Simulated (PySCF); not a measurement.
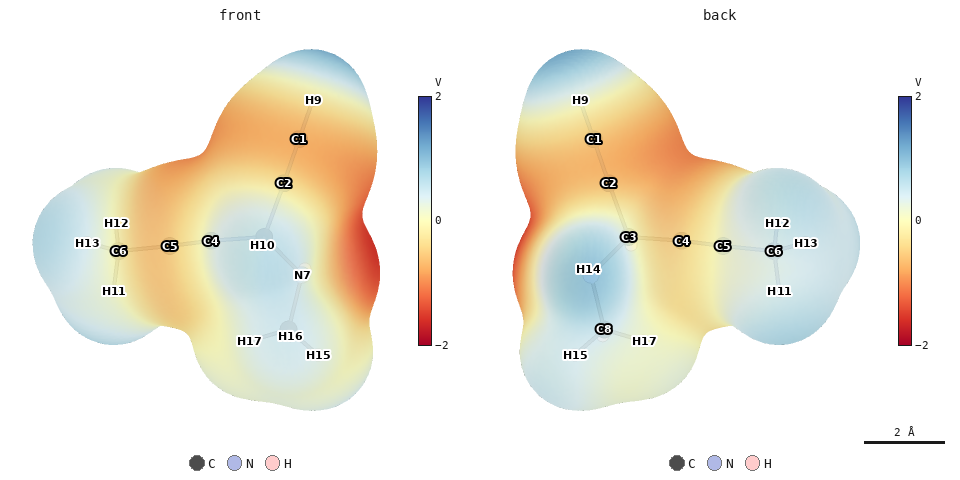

C7H9N. The electrostatic potential painted on the density surface at 0.001 e/bohr³, seen from the front and from behind; red is negative and blue positive.

Geometry: GFN2-xTB.

Level of theory: PBE0/pcSseg-1, SCF density, gas phase, non-relativistic in PySCF 2.14.0.

```xyz
17

C    -1.0910    2.7435    1.6235
C    -1.0473    1.7914    0.9006
C    -0.9418    0.6151    0.0449
C     0.4764    0.3730   -0.2390
C     1.6311    0.0891   -0.3939
C     3.0292   -0.2080   -0.6191
N    -1.6101   -0.5173    0.6827
C    -1.6862   -1.6917   -0.1591
H    -1.1489    3.5871    2.2444
H    -1.4702    0.8162   -0.8998
H     3.1725   -1.2843   -0.7157
H     3.6259    0.1546    0.2178
H     3.3707    0.2771   -1.5333
H    -1.1399   -0.7369    1.5563
H    -2.1748   -2.4881    0.3999
H    -2.2961   -1.4561   -1.0333
H    -0.7065   -2.0528   -0.5070
```

### Describe the electrostatic potential map.

The most negative region (about −1.5 V) lies over N7, the most positive (about +1.1 V) over H9. N7 is the likeliest acceptor of a hydrogen bond.
